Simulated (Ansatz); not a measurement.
System: C7H19NSi.

Input

```
crystal:
  periodic: [false, false, false]
  atoms:
    - {symbol: Si, position_ang: [0.506236, 0.791531, 1.047076]}
    - {symbol: C, position_ang: [0.127734, 0.787948, 2.889695]}
    - {symbol: H, position_ang: [-0.951708, 0.903449, 3.085907]}
    - {symbol: H, position_ang: [0.644123, 1.618889, 3.397966]}
    - {symbol: H, position_ang: [0.459460, -0.150459, 3.364283]}
    - {symbol: C, position_ang: [2.367743, 0.655036, 0.797760]}
    - {symbol: H, position_ang: [2.737545, -0.325123, 1.141224]}
    - {symbol: H, position_ang: [2.886458, 1.435832, 1.380695]}
    - {symbol: H, position_ang: [2.670361, 0.778393, -0.254473]}
    - {symbol: C, position_ang: [-0.056479, 2.437243, 0.309921]}
    - {symbol: H, position_ang: [0.137101, 2.499454, -0.773998]}
    - {symbol: H, position_ang: [0.476478, 3.280144, 0.783310]}
    - {symbol: H, position_ang: [-1.137031, 2.594790, 0.463835]}
    - {symbol: N, position_ang: [-0.350211, -0.605560, 0.430797]}
    - {symbol: C, position_ang: [-0.623875, -1.033469, -0.945156]}
    - {symbol: C, position_ang: [0.583227, -0.715695, -1.832079]}
    - {symbol: C, position_ang: [-0.860085, -2.549687, -0.939140]}
    - {symbol: C, position_ang: [-1.870412, -0.325123, -1.506004]}
    - {symbol: H, position_ang: [-1.072511, -0.941811, 1.065860]}
    - {symbol: H, position_ang: [0.406321, -1.061854, -2.862396]}
    - {symbol: H, position_ang: [0.773646, 0.369594, -1.876870]}
    - {symbol: H, position_ang: [1.489300, -1.210021, -1.448045]}
    - {symbol: H, position_ang: [0.024678, -3.071637, -0.542609]}
    - {symbol: H, position_ang: [-1.073137, -2.929407, -1.951781]}
    - {symbol: H, position_ang: [-1.721282, -2.804763, -0.297815]}
    - {symbol: H, position_ang: [-1.717890, 0.765670, -1.531471]}
    - {symbol: H, position_ang: [-2.746951, -0.528653, -0.868125]}
    - {symbol: H, position_ang: [-2.108829, -0.664710, -2.528369]}
basis:
  gaussian: {orbitals: def2-TZVP, initial_orbitals: start.molden}
hamiltonian: {xc: pbe0, dispersion: d4}
scf: {omitted_lower_state_checks: [starts]}
output: {forces: true, orbitals: {seedname: orbitals}}
```

Launched as:

```sh
ansatz run in.yaml --threads 2 --pin off --events-out ev --progress --plain --max-ram 22528MiB --backend cuda --devices 0, --max-vram 18GiB
```

Geometry: r2SCAN-D4/def2-SVP.

The calculation used RKS PBE0-D4/def2-TZVP in Ansatz 0.2.0.

**What will maps of the electron density and electron localisation function show?**

C–N (1.47 Å): ρ is about 1.9 e/Å³ halfway; the ELF peaks at about 0.90 between the atoms: a covalent bond.
C–C (1.53 Å): ρ is about 1.6 e/Å³ halfway; the ELF peaks at about 0.95 between the atoms (localised, covalent bonding).
C–H (1.10 Å): ρ at the midpoint is about 1.9 e/Å³; the ELF climbs to about 1 towards the hydrogen, as it does in any bond to H; an ordinary covalent bond to hydrogen.

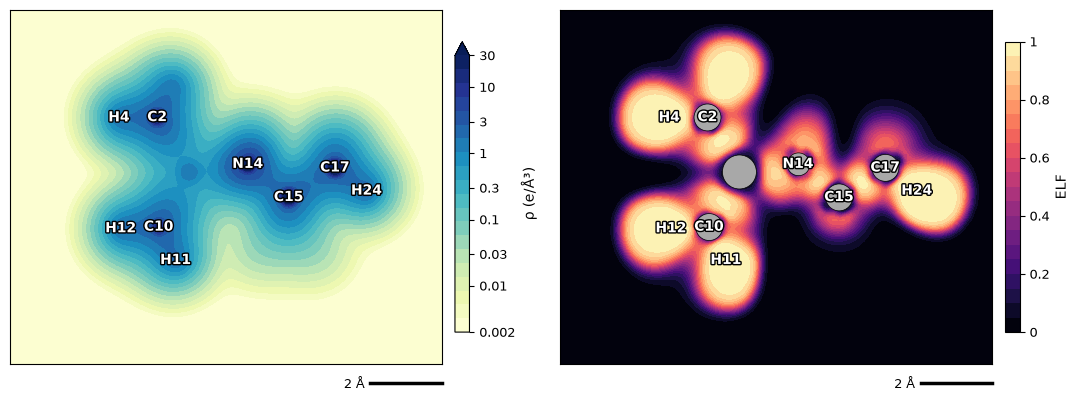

Computed electron density and electron localisation function on the plane of atoms C15, C17 and H24, in this order. Grey discs cover the atomic cores in the ELF map. 
